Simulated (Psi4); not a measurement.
# InH2O (SMILES [OH][InH]): UBLYP/def2-TZVP (core potential)

What is the vertical doublet–quartet gap of InH2O at UBLYP/def2-TZVP (core potential)? 

The results are computed with Psi4 1.11.

8 further runs of the same task are left out: 5 that didn't finish, 3 set aside as unsound or not needed.

### 1 Starting point

The species is InH2O (4 atoms), meant as a doublet with charge 0. As SMILES, `[OH][InH]`. The coordinates come from a PBE0-D4/def2-TZVP relaxation.

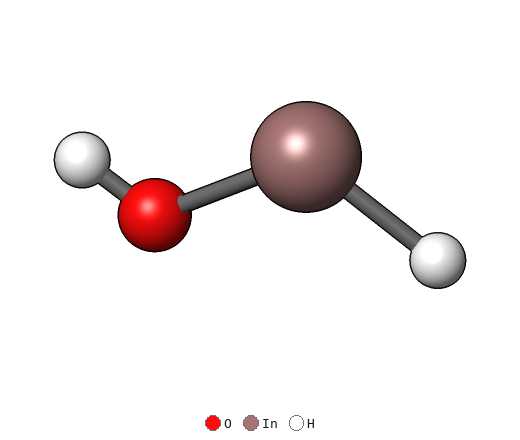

The structure, seen from a chosen angle (oxygen red, indium brown, hydrogen white).

### 2 Energy and forces at UBLYP/def2-TZVP (core potential)

calc.inp reads:

```
memory 1600 mb

molecule mol {
  0 2
  O     -0.298400    -1.020600     0.295000
  In     0.563900     0.746600    -0.088500
  H      0.236800    -1.629400     0.809100
  H     -0.446700     1.843000    -1.036000
  units angstrom
  symmetry c1
}

set globals {
  basis def2-TZVP
  reference uks
  puream true
  e_convergence 1e-09
  d_convergence 1e-08
  scf_type pk
  dft_radial_points 99
  dft_spherical_points 590
  maxiter 200
}

e_tot, wfn = gradient('blyp', return_wfn=True)
oeprop(wfn, 'MULLIKEN_CHARGES', 'QUADRUPOLE', 'LOWDIN_CHARGES', title='BLYP')
```

Started as:

```sh
$ psi4 -n 1 calc.inp calc.out
```

calc.out:

```text
[...]
    !!!  WARNING: ECP capability is in beta. Please check occupations closely.  !!!
[...]
  Running in c1 symmetry.
[...]
  Nuclear repulsion =   60.887027745392601
[...]
  Multiplicity = 2
[...]
  Nalpha       = 16
  Nbeta        = 15
[...]
    Number of basis functions: 93
[...]
   @UKS iter   1:  -266.05145922841825   -6.03476e-01   1.19318e-02 DIIS/ADIIS
[...]
   @UKS iter  14:  -266.52303366988463   -1.64846e-12   3.95510e-09 DIIS
[...]
   @S^2 Observed:                7.531470471E-01
[...]
    Orbital Energies [Eh]
    ---------------------
    Alpha Occupied:
       1A    -18.752093     2A     -4.476102     3A     -2.919557
       4A     -2.913853     5A     -2.909698     6A     -0.866469
       7A     -0.682916     8A     -0.679701     9A     -0.677224
      10A     -0.676618    11A     -0.670147    12A     -0.412798
      13A     -0.333033    14A     -0.275548    15A     -0.246909
      16A     -0.172963
    Alpha Virtual:
      17A     -0.079742    18A     -0.026818    19A      0.020691
      20A      0.060911    21A      0.068156    22A      0.069108
      23A      0.092660    24A      0.134339    25A      0.145617
[...]
  @UKS Final Energy:  -266.52303366988463
   => Energetics <=
    Nuclear Repulsion Energy =             60.8870277453926008
    One-Electron Energy =                -561.3428408019944982
    Two-Electron Energy =                 259.9119612316163170
    DFT Exchange-Correlation Energy =     -25.9791818448990810
    Empirical Dispersion Energy =           0.0000000000000000
    VV10 Nonlocal Energy =                  0.0000000000000000
    Total Energy =                       -266.5230336698846259
[...]
  -Total Gradient:
     Atom            X                  Y                   Z
    ------   -----------------  -----------------  -----------------
       1        0.013609795210     0.005124885877     0.003987329500
       2       -0.010950138730    -0.009944486368    -0.000641076543
       3       -0.006819831877     0.008817835187    -0.007019122342
       4        0.004168920688    -0.003998099766     0.003676826203
[...]
 Multipole Moments:
 ------------------------------------------------------------------------------------
     Multipole            Electronic (a.u.)      Nuclear  (a.u.)        Total (a.u.)
 ------------------------------------------------------------------------------------
 L = 1.  Multiply by 2.5417464519 to convert [e a0] to [Debye]
 Dipole X            :          9.5724223           -8.8908221            0.6816002
 Dipole Y            :         16.2914764          -16.1076734            0.1838030
 Dipole Z            :         -2.7901852            3.0219898            0.2318046
 Magnitude           :                                                    0.7430315
 L = 2.  Multiply by 1.3450342976 to convert [e a0^2] to [Debye ang]
 Quadrupole XX       :        -44.0274628           20.0074900          -24.0199728
 Quadrupole XY       :        -34.2231296           32.3453274           -1.8778022
[...]
  Mulliken Charges: (a.u.)
   Center  Symbol    Alpha    Beta     Spin     Total
       1     O     4.36393  4.22933  0.13459 -0.59326
       2    IN    10.57853  9.99119  0.58734  0.43028
       3     H     0.35608  0.35945 -0.00336  0.28447
       4     H     0.70146  0.42003  0.28143 -0.12149
   Total alpha = 16.00000, Total beta = 15.00000, Total charge = -0.00000
  Lowdin Charges: (a.u.)
   Center  Symbol    Alpha    Beta     Spin     Total
       1     O     4.21442  4.08391  0.13051 -0.29833
       2    IN    10.73168 10.03672  0.69496  0.23161
[...]
```

Run time: 32 s. Hardware: 1 thread of Intel Xeon Platinum 8259CL at 2.50GHz (Skylake/Cascade Lake), shared host; peak memory 0.87 GiB.

### 3 The quartet: a single-point energy at UBLYP/def2-TZVP (core potential)

input.dat reads:

```
memory 1.6 GB

molecule {
  0 4
  O
  In 1 2.003404
  H 1 0.959883 2 114.9611
  H 2 1.766681 1 113.82097 3 179.99428
  units angstrom
  symmetry c1
}

set {
  basis def2-TZVP
  reference uks
  puream true
  e_convergence 1e-09
  d_convergence 1e-08
  scf_type pk
  dft_radial_points 99
  dft_spherical_points 590
  maxiter 200
}

energy_value, wavefunction = energy("blyp", return_wfn=True)
oeprop(wavefunction, "MULLIKEN_CHARGES", "WIBERG_LOWDIN_INDICES", "LOWDIN_CHARGES")
```

Started as:

```sh
$ psi4 -n 1 input.dat output.dat
```

output.dat:

```text
[...]
    !!!  WARNING: ECP capability is in beta. Please check occupations closely.  !!!
[...]
  Running in c1 symmetry.
[...]
  Nuclear repulsion =   60.887038113880344
[...]
  Multiplicity = 4
[...]
  Nalpha       = 17
  Nbeta        = 14
[...]
    Number of basis functions: 93
[...]
   @UKS iter   1:  -265.92885511592880   -4.70347e-01   1.08756e-02 ADIIS/DIIS
[...]
   @UKS iter  32:  -266.33550839696954   -2.84217e-12   2.69986e-09 DIIS
[...]
   @S^2 Observed:                3.755454277E+00
[...]
    Orbital Energies [Eh]
    ---------------------
    Alpha Occupied:
       1A    -18.839881     2A     -4.488438     3A     -2.930548
       4A     -2.927955     5A     -2.921146     6A     -0.950157
       7A     -0.703723     8A     -0.694809     9A     -0.687653
      10A     -0.685839    11A     -0.684782    12A     -0.474695
      13A     -0.394442    14A     -0.363099    15A     -0.312808
      16A     -0.203689    17A     -0.092592
    Alpha Virtual:
      18A     -0.046881    19A     -0.000781    20A      0.041504
      21A      0.047676    22A      0.059375    23A      0.079211
      24A      0.120615    25A      0.129255    26A      0.144417
[...]
  @UKS Final Energy:  -266.33550839696954
   => Energetics <=
    Nuclear Repulsion Energy =             60.8870381138803438
    One-Electron Energy =                -560.2276180195904089
    Two-Electron Energy =                 258.9292715837311789
    DFT Exchange-Correlation Energy =     -25.9242000749906545
    Empirical Dispersion Energy =           0.0000000000000000
    VV10 Nonlocal Energy =                  0.0000000000000000
    Total Energy =                       -266.3355083969695443
[...]
 Multipole Moments:
 ------------------------------------------------------------------------------------
     Multipole            Electronic (a.u.)      Nuclear  (a.u.)        Total (a.u.)
 ------------------------------------------------------------------------------------
 L = 1.  Multiply by 2.5417464519 to convert [e a0] to [Debye]
 Dipole X            :          0.0001842           -0.0002332           -0.0000490
 Dipole Y            :          1.2521198           -1.0783030            0.1738168
 Dipole Z            :         18.2930316          -18.6137956           -0.3207641
 Magnitude           :                                                    0.3648313
[...]
  Mulliken Charges: (a.u.)
   Center  Symbol    Alpha    Beta     Spin     Total
       1     O     4.48519  3.89167  0.59352 -0.37686
       2    IN    11.40773  9.59519  1.81254 -0.00292
       3     H     0.34116  0.34827 -0.00712  0.31057
       4     H     0.76592  0.16486  0.60106  0.06922
   Total alpha = 17.00000, Total beta = 14.00000, Total charge =  0.00000
  Lowdin Charges: (a.u.)
   Center  Symbol    Alpha    Beta     Spin     Total
       1     O     4.34604  3.74735  0.59869 -0.09338
       2    IN    11.54967  9.63837  1.91130 -0.18804
[...]
```

Wall time 47 s (1 thread of Intel Xeon Platinum 8259CL at 2.50GHz (Skylake/Cascade Lake), shared host); peak memory 0.88 GiB.

### 4 Outcome

Level: UBLYP/def2-TZVP (core potential).

| quantity | value |
| --- | --- |
| doublet: total energy | -266.52303 Eh |
| doublet: dipole moment | 1.89 D |
| doublet: HOMO energy (highest over α and β) | -4.71 eV |
| doublet: LUMO energy (lowest over α and β) | -3.86 eV |
| doublet: ⟨S²⟩ | 0.753 |
| doublet: largest force on an atom | 0.775 eV/Å |
| quartet: total energy | -266.33551 Eh |
| quartet: dipole moment | 0.93 D |
| quartet: HOMO energy (highest over α and β) | -2.52 eV |
| quartet: ⟨S²⟩ | 3.755 |
| vertical energy of the quartet above the doublet | 5.103 eV |

What this shows: At this shape the quartet lies 5.10 eV (492 kJ/mol) above the doublet. The largest force (doublet) is 0.78 eV/Å: the shape isn't a stationary point for this species at this level. Mulliken charges (quartet) run from -0.38 on O1 to +0.31 on H3.
